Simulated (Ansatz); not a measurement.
Input

```
crystal:
  periodic: [false, false, false]
  atoms:
    - {symbol: C, position_ang: [-1.548313, 0.283573, 0.246171]}
    - {symbol: Ge, position_ang: [0.074313, 1.686966, 0.010019]}
    - {symbol: O, position_ang: [-2.569873, 0.251859, -0.393137]}
    - {symbol: H, position_ang: [0.330171, 1.259594, -1.541472]}
    - {symbol: H, position_ang: [1.169073, 0.638888, 0.581898]}
basis:
  gaussian: {orbitals: def2-TZVPD}
total_charge: -1
hamiltonian: {xc: pbe0}
magnetization: {spin_polarized: true, initial_magnetization: 1}
output: {forces: true, orbitals: {seedname: orbitals}}
```

Run with:

```sh
ansatz run input.yaml --threads 2 --pin off --max-ram 4350MiB --events-out events.jsonl --progress --plain --runs-dir runs
```

Geometry: BLYP-D3(BJ)/def2-SVPD; the highest occupied orbital lies above zero, a sign that basis and functional describe the outermost electron poorly.

Level of theory: Ansatz, isolated molecule in a Gaussian basis; Kohn-Sham density functional theory, functional PBE0.

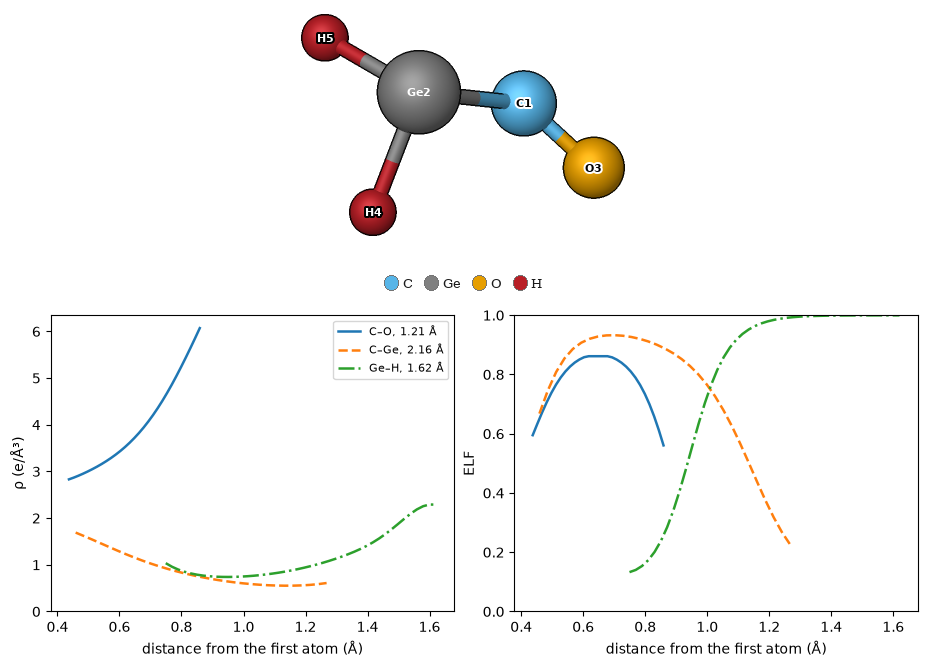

CH2GeO (charge −1, doublet). Electron density and electron localisation function along straight lines between neighbouring atoms. The curves leave out the atomic cores. The structure is drawn too.

Q: What can be read from the curves?

A: C–O (1.21 Å): ρ is about 3.4 e/Å³ halfway; the ELF peaks at about 0.85 between the atoms; a short, multiple covalent bond.
C–Ge (2.16 Å): ρ is about 0.56 e/Å³ halfway; the ELF peaks at about 0.95 in the valence shell of C, 0.7 Å from its nucleus, and is about 0.65 at the midpoint.
Ge–H (1.62 Å): the density is about 0.85 e/Å³ at the midpoint; the ELF climbs to about 1 towards the hydrogen.
